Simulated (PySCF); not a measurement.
# C₅H₉NSi₂: runs on many settings

Aim: see how C₅H₉NSi₂ (`C#C[C@@H](C[SiH3])[SiH2]C#N`) answers to the choice of functional, basis, grid and SCF options, and what happens with inputs that are wrong on purpose.

Computed with PySCF 2.14.0, with density-fitted response routines of our own, on a single molecule in the gas phase. Atoms count from 0, in the outputs and in this text.

## 1. The starting structure

17 atoms, charge 0, multiplicity 1; geometry from: GFN2-xTB.

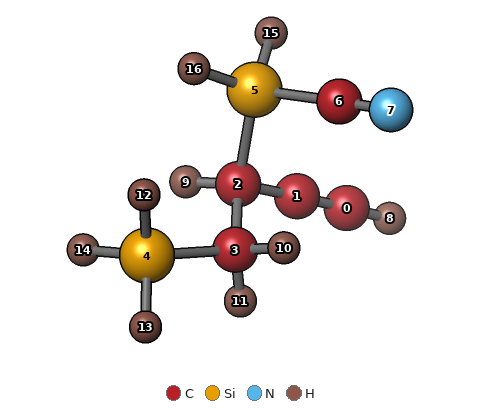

As it starts; carbon red, silicon amber, nitrogen blue, hydrogen brown, atoms numbered; sticks join atoms by distance.

## 2. Shielding tensors: PBE0/pcSseg-1

Job settings and geometry (Å):

```
{"job": {"kind": "nmr", "xc": "PBE0", "basis": "pcSseg-1"}, "charge": 0, "multiplicity": 1}
C     -0.418847     2.925935    -0.933494
C     -0.467192     1.862066    -0.385674
C     -0.508947     0.550998     0.228835
C     -0.495376    -0.529339    -0.866600
Si    -0.991276    -2.268821    -0.278370
Si     0.946134     0.433982     1.470719
C      2.493890     0.400758     0.425841
N      3.431853     0.367443    -0.230919
H     -0.390413     3.861118    -1.407164
H     -1.451270     0.480000     0.787006
H      0.491363    -0.554258    -1.336164
H     -1.192459    -0.222793    -1.653295
H      0.041344    -2.830988     0.594725
H     -1.180286    -3.125309    -1.447823
H     -2.249378    -2.164952     0.469266
H      1.013189     1.633397     2.306766
H      0.920675    -0.807208     2.246434
```

Method: GIAO PBE0/pcSseg-1 NMR shielding, non-relativistic, gas phase.

Command:

```
OMP_NUM_THREADS=1 python probes_run.py task.json out
```

One launch serves the whole session: the jobs run in the order shown.

The log of the run:

```text
coarse grid: 15320 points
cycle   1  E = -828.8785201010  dE =  7.158e-01  |g| = 5.044e-01  |ddm| = 3.903e+00
cycle   2  E = -828.7797014963  dE =  9.882e-02  |g| = 8.290e-01  |ddm| = 1.197e+00
cycle   3  E = -828.9342917533  dE = -1.546e-01  |g| = 2.270e-01  |ddm| = 6.639e-01
cycle   4  E = -828.9453700932  dE = -1.108e-02  |g| = 4.110e-02  |ddm| = 1.767e-01
cycle   5  E = -828.9457271299  dE = -3.570e-04  |g| = 1.588e-02  |ddm| = 5.185e-02
cycle   6  E = -828.9457786374  dE = -5.151e-05  |g| = 7.151e-03  |ddm| = 1.753e-02
cycle   7  E = -828.9457909112  dE = -1.227e-05  |g| = 1.934e-03  |ddm| = 6.147e-03
cycle   8  E = -828.9457917958  dE = -8.846e-07  |g| = 2.674e-04  |ddm| = 1.740e-03
final grid: 139232 points
cycle   9  E = -828.9932219409  dE = -2.912e-05  |g| = 6.088e-03  |ddm| = 4.067e-02
cycle  10  E = -828.9932156657  dE =  6.275e-06  |g| = 7.824e-03  |ddm| = 1.378e-02
cycle  11  E = -828.9932309750  dE = -1.531e-05  |g| = 1.923e-03  |ddm| = 7.986e-03
cycle  12  E = -828.9932318426  dE = -8.676e-07  |g| = 3.933e-04  |ddm| = 1.482e-03
cycle  13  E = -828.9932318764  dE = -3.385e-08  |g| = 1.012e-04  |ddm| = 3.679e-04
cycle  14  E = -828.9932318787  dE = -2.293e-09  |g| = 3.333e-05  |ddm| = 1.141e-04
cycle  15  E = -828.9932318789  dE = -1.353e-10  |g| = 2.478e-05  |ddm| = 4.078e-05
converged SCF energy = -828.9932318789

GIAO shielding tensors (ppm)
atom      isotropic    diamagn.    paramagn.     s11        s22        s33       span
  0 C      108.580     258.903    -150.323     37.455     46.066    242.220    204.765
  1 C       96.612     260.873    -164.261    -12.926      5.115    297.646    310.571
  2 C      172.209     250.538     -78.329    161.048    170.341    185.236     24.188
  3 C      172.676     252.010     -79.334    158.084    167.308    192.637     34.554
  4 Si     420.346     879.791    -459.445    386.570    409.167    465.302     78.733
  5 Si     411.009     878.726    -467.717    375.262    401.933    455.833     80.571
  6 C       64.826     263.060    -198.234    -48.107    -43.922    286.508    334.615
  7 N     -100.549     337.635    -438.184   -306.135   -301.320    305.807    611.942
  8 H       29.888      34.764      -4.876     24.641     24.913     40.109     15.468
  9 H       29.687      30.341      -0.654     24.500     29.280     35.280     10.780
 10 H       30.022      33.128      -3.106     25.967     29.595     34.506      8.539
 11 H       30.149      31.268      -1.120     24.547     29.654     36.244     11.698
 12 H       27.763      29.152      -1.389     23.762     27.212     32.315      8.553
 13 H       27.740      28.485      -0.745     24.248     25.218     33.753      9.504
 14 H       27.987      28.896      -0.909     24.576     26.292     33.092      8.515
 15 H       27.202      27.233      -0.030     23.915     25.026     32.666      8.752
 16 H       27.030      28.488      -1.458     23.569     25.507     32.014      8.445
```

Run time: 64 s. Hardware: 1 thread of Arm Neoverse N1, shared host; peak memory 0.87 GiB.

Shifts follow as δ = σ(reference) − σ, with reference shieldings (ppm) from runs at the same level and on the same kind of geometry: ¹H TMS 31.72, ¹³C TMS 186.9, ²⁹Si TMS 349.2, ¹⁵N NH3 267.7. The references are single molecules in the gas phase, so shifts against H2O, NH3, PH3, H3PO4 or CFCl3 are not on the usual liquid scales and can be off by tens of ppm. Atoms listed in one row are averaged.

```tsv
atoms	environment	σ (ppm)	δ (ppm)	δ scaled to CDCl3
C6	nitrile carbon	64.8	122.1	117.3
C1	alkyne carbon	96.6	90.3	86.2
C0	terminal alkyne carbon	108.6	78.3	74.5
C2	propargylic sp3 CH bonded to Si	172.2	14.7	12.4
C3	sp3 CH2 bonded to Si	172.7	14.2	12.0
H16	hydrogen on a silicon bonded to 2 C	27.03	4.69	–
H15	hydrogen on a silicon bonded to 2 C	27.20	4.51	–
H12, H13, H14	hydrogen on a silicon bonded to C	27.83	3.89	–
H9	hydrogen on a propargylic sp3 CH bonded to Si	29.69	2.03	2.02
H8	hydrogen on a terminal alkyne carbon	29.89	1.83	1.83
H10	hydrogen on an sp3 CH2 bonded to Si	30.02	1.69	1.70
H11	hydrogen on an sp3 CH2 bonded to Si	30.15	1.57	1.58
Si5	silicon bonded to 2 C, 2 H	411.0	-61.9	–
Si4	silicon bonded to C, 3 H	420.3	-71.2	–
N7	nitrile nitrogen	-100.5	368.3	–
```

The scaled column applies a straight-line fit of computed shieldings to shifts measured in CDCl3 (root-mean-square error 0.16 ppm for H, 1.9 ppm for C).

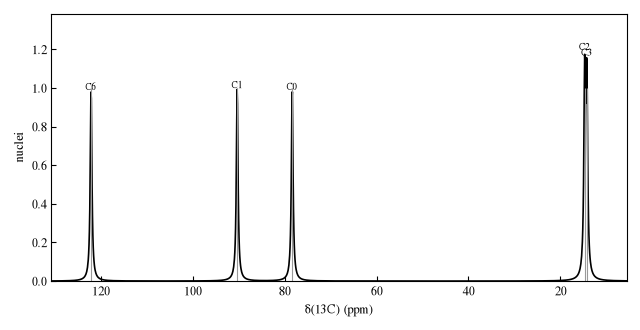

¹³C lines at the computed shifts, without couplings. Lines are broadened to a width of 0.43 ppm (Lorentzian).

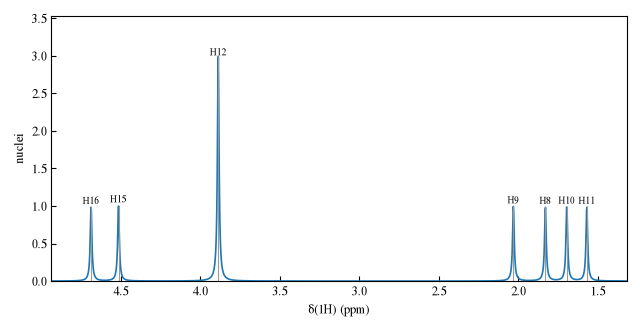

¹H lines at the computed shifts, without couplings. Lines are broadened to a width of 0.01 ppm (Lorentzian).

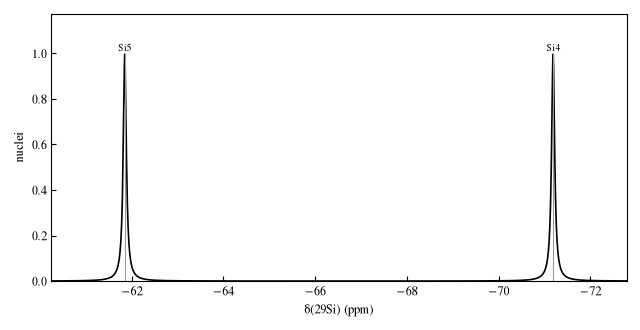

²⁹Si lines at the computed shifts, without couplings. Lines are broadened to a width of 0.08 ppm (Lorentzian).

Charges from the same density, by scheme (e):

```tsv
atoms	Mulliken	IAO	Hirshfeld	ESP fit
C0	-0.37	-0.25	-0.11	-0.33
C1	0.30	-0.04	-0.04	-0.26
C2	-0.55	-0.37	-0.09	0.36
C3	-0.48	-0.52	-0.15	-0.49
Si4	0.49	0.59	0.32	0.37
Si5	0.73	0.77	0.39	0.15
C6	-0.19	-0.15	-0.03	0.27
N7	-0.20	-0.19	-0.19	-0.41
```

Mulliken charges:

C0 -0.37; C1 0.30; C2 -0.55; C3 -0.48; Si4 0.49; Si5 0.73; C6 -0.19; N7 -0.20; H8 0.04; H9 0.18; H10 0.17; H11 0.17; H12 -0.07; H13 -0.07; H14 -0.08; H15 -0.04; H16 -0.04

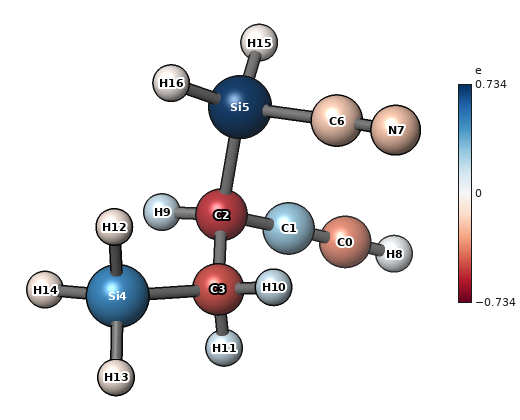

Mulliken charges, as colours on the atoms.

Mayer bond orders: C0–C1 2.50, C1–C2 1.02, C2–C3 1.00, C3–Si4 0.91, C2–Si5 0.86, Si5–C6 0.82, C6–N7 2.93.

The fields below are evaluated on a grid from the run's orbitals.

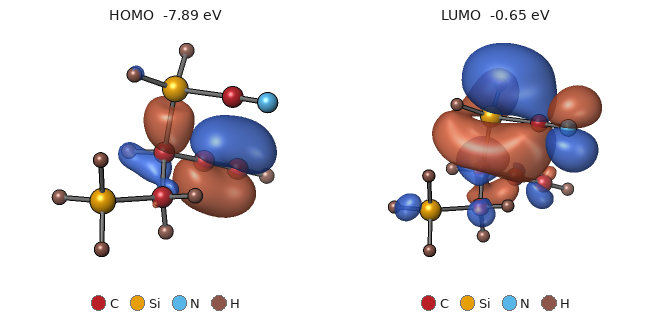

Frontier orbitals at PBE0/pcSseg-1; each surface holds 70 % of the orbital's density, blue and red mark the sign.

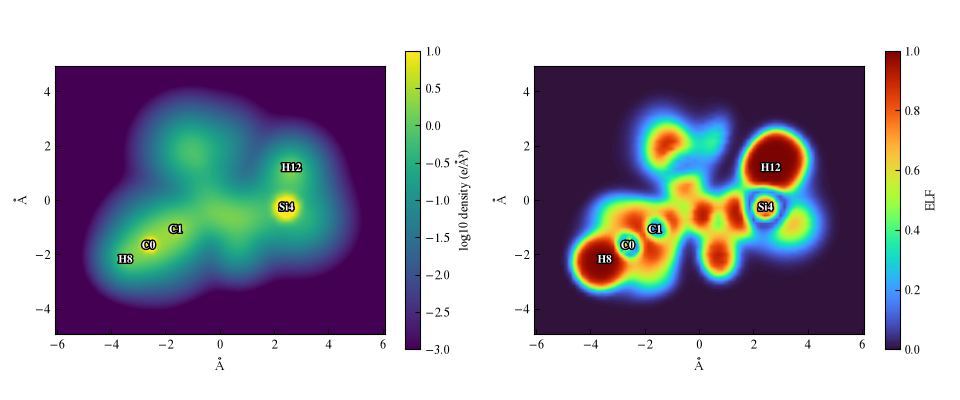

Density (left) and ELF (right) in a plane through or near 5 of the atoms.

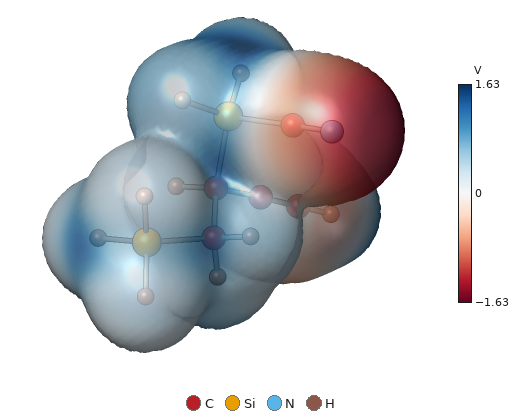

Electrostatic potential on the surface of density 0.002 e/bohr³; red is low, blue high. It runs from -1.63 V near N7 to 1.59 V near H16.

## 3. Excited states and response: PBE0/def2-SVPD

Settings changed since step 2:

```diff
@@ -1,2 +1,2 @@
-{"job": {"kind": "nmr", "xc": "PBE0", "basis": "pcSseg-1"}, "charge": 0, "multiplicity": 1}
+{"job": {"kind": "uv", "xc": "PBE0", "basis": "def2-SVPD", "nstates": 6, "ntriplets": 2}, "charge": 0, "multiplicity": 1}
 C     -0.418847     2.925935    -0.933494
```

Level: TDDFT PBE0/def2-SVPD, vertical, gas phase, core orbitals frozen in the response.

The log of the run:

```text
coarse grid: 15320 points
cycle   1  E = -828.5177493336  dE =  6.640e-01  |g| = 4.767e-01  |ddm| = 9.205e+00
cycle   2  E = -828.4207699790  dE =  9.698e-02  |g| = 8.010e-01  |ddm| = 2.389e+00
cycle   3  E = -828.5700905895  dE = -1.493e-01  |g| = 2.129e-01  |ddm| = 1.188e+00
cycle   4  E = -828.5800803753  dE = -9.990e-03  |g| = 4.253e-02  |ddm| = 3.099e-01
cycle   5  E = -828.5804964745  dE = -4.161e-04  |g| = 1.497e-02  |ddm| = 8.715e-02
cycle   6  E = -828.5805434984  dE = -4.702e-05  |g| = 6.945e-03  |ddm| = 3.198e-02
cycle   7  E = -828.5805555136  dE = -1.202e-05  |g| = 1.718e-03  |ddm| = 1.279e-02
cycle   8  E = -828.5805562381  dE = -7.245e-07  |g| = 2.935e-04  |ddm| = 3.639e-03
final grid: 139232 points
cycle   9  E = -828.6880586730  dE = -2.845e-05  |g| = 5.845e-03  |ddm| = 1.404e-01
cycle  10  E = -828.6880520790  dE =  6.594e-06  |g| = 7.726e-03  |ddm| = 2.479e-02
cycle  11  E = -828.6880674374  dE = -1.536e-05  |g| = 1.915e-03  |ddm| = 1.186e-02
cycle  12  E = -828.6880683289  dE = -8.914e-07  |g| = 2.936e-04  |ddm| = 2.730e-03
cycle  13  E = -828.6880683483  dE = -1.950e-08  |g| = 1.030e-04  |ddm| = 7.197e-04
cycle  14  E = -828.6880683503  dE = -1.920e-09  |g| = 5.797e-05  |ddm| = 2.524e-04
cycle  15  E = -828.6880683510  dE = -7.271e-10  |g| = 2.181e-05  |ddm| = 9.207e-05
converged SCF energy = -828.6880683510

Static polarisability (au): isotropic 112.158, principal 99.499 107.647 129.327

Singlet excitations
state   eV       nm        f      main configurations
  1   6.1639    201.1   0.02027   H->L 0.91
  2   6.3072    196.6   0.00980   H-1->L 0.44, H->L+1 0.16, H-1->L+1 0.14
  3   6.3463    195.4   0.01016   H->L+1 0.57, H-1->L 0.31
  4   6.5687    188.7   0.01226   H-1->L+1 0.56, H-1->L 0.18, H->L+1 0.09
  5   6.6584    186.2   0.00439   H->L+3 0.43, H->L+4 0.13, H->L+5 0.08
  6   6.9052    179.6   0.01630   H->L+2 0.44, H-1->L+3 0.15, H->L+5 0.08

Triplet excitations (Tamm-Dancoff, eV): 5.2734 5.7414
```

Run time: 90 s. Hardware: 1 thread of Arm Neoverse N1, shared host; peak memory 0.94 GiB.

Frontier orbitals and where they lie:

```tsv
orbital	eV	atoms
HOMO−3	-9.74	Si4 21 %, H14 14 %, N7 12 %
HOMO−2	-9.30	C3 29 %, Si4 19 %, C2 10 %
HOMO−1	-8.13	C0 40 %, C1 37 %, C3 6 %
HOMO	-7.91	C0 36 %, C1 32 %, C2 11 %
LUMO	-0.70	Si5 23 %, C6 22 %, N7 21 %
LUMO+1	-0.42	N7 26 %, C6 26 %, Si5 21 %
LUMO+2	0.16	Si5 18 %, Si4 18 %, H16 8 %
```

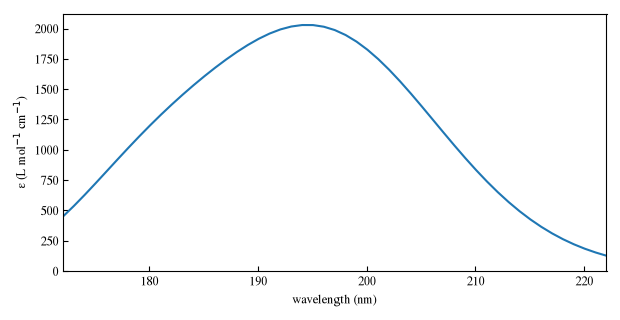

Absorption spectrum: each of the 6 states is a Gaussian band of 0.4 eV half-width at 1/e. Beyond the last state computed it falls off for lack of states.

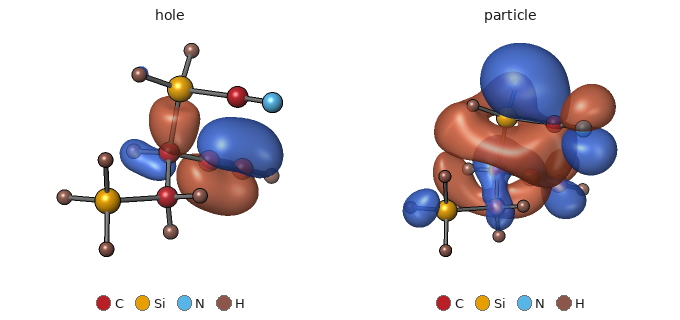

Leading natural transition orbitals of singlet state 1: the electron leaves the hole (left) for the particle orbital (right).

Further results of this job:

```tsv
property	computed
dipole moment (D)	3.57
polarisability (Å³)	16.62
HOMO–LUMO gap (eV)	7.20
−ε(HOMO) (eV)	7.91
```

## 4. Indirect couplings: HCTH407/cc-pCVDZ

Settings changed since step 3:

```diff
@@ -1,2 +1,2 @@
-{"job": {"kind": "uv", "xc": "PBE0", "basis": "def2-SVPD", "nstates": 6, "ntriplets": 2}, "charge": 0, "multiplicity": 1}
+{"job": {"kind": "j", "xc": "HCTH407", "basis": "cc-pCVDZ", "scf": {"diis": false, "max_cycle": 89}}, "charge": 0, "multiplicity": 5}
 C     -0.418847     2.925935    -0.933494
```

Method: HCTH407/cc-pCVDZ.

The log of the run:

```text
KeyError: 'Element h (Z=1) not found in basis cc-pCVDZ version 0'
```

Run time: 0.04 s. Hardware: 1 thread of Arm Neoverse N1, shared host.

**What went wrong.** The basis cc-pCVDZ has no functions for an element of the molecule, so the input was refused before any integral. Besides, the multiplicity was changed in this input. Cure: choose a basis that covers all elements, and undo the other change.

## 5. Shielding tensors: PBE0/pcSseg-1

Settings changed since step 4:

```diff
@@ -1,2 +1,2 @@
-{"job": {"kind": "j", "xc": "HCTH407", "basis": "cc-pCVDZ", "scf": {"diis": false, "max_cycle": 89}}, "charge": 0, "multiplicity": 5}
+{"job": {"kind": "nmr", "xc": "PBE0", "basis": "pcSseg-1", "pop": true, "grid": 4}, "charge": 0, "multiplicity": 1}
 C     -0.418847     2.925935    -0.933494
```

Level: GIAO PBE0/pcSseg-1 NMR shielding, non-relativistic, gas phase.

The log of the run:

```text
coarse grid: 15320 points
cycle   1  E = -828.8785201010  dE =  7.158e-01  |g| = 5.044e-01  |ddm| = 3.903e+00
cycle   2  E = -828.7797014963  dE =  9.882e-02  |g| = 8.290e-01  |ddm| = 1.197e+00
cycle   3  E = -828.9342917533  dE = -1.546e-01  |g| = 2.270e-01  |ddm| = 6.639e-01
cycle   4  E = -828.9453700932  dE = -1.108e-02  |g| = 4.110e-02  |ddm| = 1.767e-01
cycle   5  E = -828.9457271299  dE = -3.570e-04  |g| = 1.588e-02  |ddm| = 5.185e-02
cycle   6  E = -828.9457786374  dE = -5.151e-05  |g| = 7.151e-03  |ddm| = 1.753e-02
cycle   7  E = -828.9457909112  dE = -1.227e-05  |g| = 1.934e-03  |ddm| = 6.147e-03
cycle   8  E = -828.9457917958  dE = -8.846e-07  |g| = 2.674e-04  |ddm| = 1.740e-03
final grid: 370128 points
cycle   9  E = -828.9932178531  dE = -2.916e-05  |g| = 6.086e-03  |ddm| = 4.062e-02
cycle  10  E = -828.9932115812  dE =  6.272e-06  |g| = 7.822e-03  |ddm| = 1.377e-02
cycle  11  E = -828.9932268832  dE = -1.530e-05  |g| = 1.923e-03  |ddm| = 7.983e-03
cycle  12  E = -828.9932277504  dE = -8.672e-07  |g| = 3.933e-04  |ddm| = 1.481e-03
cycle  13  E = -828.9932277843  dE = -3.382e-08  |g| = 1.013e-04  |ddm| = 3.677e-04
cycle  14  E = -828.9932277866  dE = -2.293e-09  |g| = 3.362e-05  |ddm| = 1.143e-04
cycle  15  E = -828.9932277867  dE = -1.435e-10  |g| = 2.489e-05  |ddm| = 4.090e-05
converged SCF energy = -828.9932277867

GIAO shielding tensors (ppm)
atom      isotropic    diamagn.    paramagn.     s11        s22        s33       span
  0 C      108.580     258.903    -150.323     37.454     46.066    242.220    204.767
  1 C       96.612     260.874    -164.262    -12.927      5.117    297.646    310.573
  2 C      172.207     250.538     -78.330    161.050    170.339    185.233     24.183
  3 C      172.678     252.012     -79.334    158.084    167.308    192.641     34.557
  4 Si     420.337     879.790    -459.453    386.567    409.163    465.282     78.715
  5 Si     411.004     878.726    -467.723    375.261    401.913    455.836     80.575
  6 C       64.826     263.060    -198.234    -48.109    -43.921    286.507    334.616
  7 N     -100.551     337.635    -438.187   -306.134   -301.327    305.807    611.941
  8 H       29.888      34.764      -4.876     24.641     24.913     40.109     15.468
  9 H       29.687      30.341      -0.654     24.500     29.280     35.280     10.780
 10 H       30.022      33.128      -3.106     25.967     29.594     34.506      8.539
 11 H       30.149      31.268      -1.120     24.547     29.654     36.244     11.698
 12 H       27.763      29.152      -1.389     23.762     27.212     32.315      8.553
 13 H       27.740      28.485      -0.745     24.249     25.218     33.753      9.504
 14 H       27.987      28.896      -0.909     24.576     26.293     33.092      8.515
 15 H       27.202      27.233      -0.030     23.915     25.026     32.666      8.751
 16 H       27.030      28.489      -1.458     23.569     25.508     32.014      8.445
```

Wall time 83 s (1 thread of Arm Neoverse N1, shared host); peak memory 0.9 GiB.

Key values: δ C6 122.1, C1 90.3, C0 78.3, C2 14.7, H16 4.69, H15 4.51 ppm.

## 6. NMR shieldings: B97-D/LANL2DZ

Settings changed since step 5:

```diff
@@ -1,2 +1,2 @@
-{"job": {"kind": "nmr", "xc": "PBE0", "basis": "pcSseg-1", "pop": true, "grid": 4}, "charge": 0, "multiplicity": 1}
+{"job": {"kind": "nmr", "xc": "B97-D", "basis": "LANL2DZ", "pop": true, "grid": 0, "scf": {"max_cycle": 50}}, "charge": 0, "multiplicity": 2}
 C     -0.418847     2.925935    -0.933494
```

With the program's defaults for keys left out, this is: B97-D/LANL2DZ.

The log of the run:

```text
RuntimeError: Electron number 54 and spin 1 are not consistent
Note mol.spin = 2S = Nalpha - Nbeta, not 2S+1
```

Wall time 0.05 s (1 thread of Arm Neoverse N1, shared host).

Diagnosis: Charge and multiplicity don't fit the number of electrons: an even count needs an odd multiplicity, and the reverse. The remedy is to mend the charge or the multiplicity.

## 7. Summary of results

```
                                                                  quantity                                            value
                                    ¹³C shifts against TMS (PBE0/pcSseg-1)                122.1, 90.3, 78.3, 14.7, 14.2 ppm
    ¹H shifts against TMS (PBE0/pcSseg-1, means over atoms taken as alike)     4.69, 4.51, 3.89, 2.03, 1.83, 1.69, 1.57 ppm
                                   ²⁹Si shifts against TMS (PBE0/pcSseg-1)                                 -61.9, -71.2 ppm
                                    ¹⁵N shifts against NH3 (PBE0/pcSseg-1)                                        368.3 ppm
potential on the surface of density 0.002 e/bohr³, 1st and 99th percentile                               -1.63 V and 1.59 V
                                           lowest singlet (PBE0/def2-SVPD)                      6.16 eV (201 nm), f = 0.020
                                                            lowest triplet                                          5.27 eV
                                             property runs in this session  5, of which 2 failed and 0 gave unsound results
```

In words: Single values in the summary come from the first sound run of each kind (PBE0/pcSseg-1; PBE0/def2-SVPD), which need not be the best level. The most deshielded carbon is C6 (nitrile carbon), at 122.1 ppm: this is the usual window of a C≡N carbon, which has no attached hydrogen. At PBE0/pcSseg-1: The largest span, 612 ppm, is at N7, where the paramagnetic term is -438 ppm. By nearest atom (PBE0/pcSseg-1), the HOMO sits on C0 40 %; C1 30 % and the LUMO on N7 21 %; C6 21 %. The first singlet state (HOMO→LUMO 0.91) lies at 6.16 eV and is weak. The lowest triplet lies 0.89 eV below the lowest singlet (triplets in Tamm-Dancoff, singlets in full TDDFT).
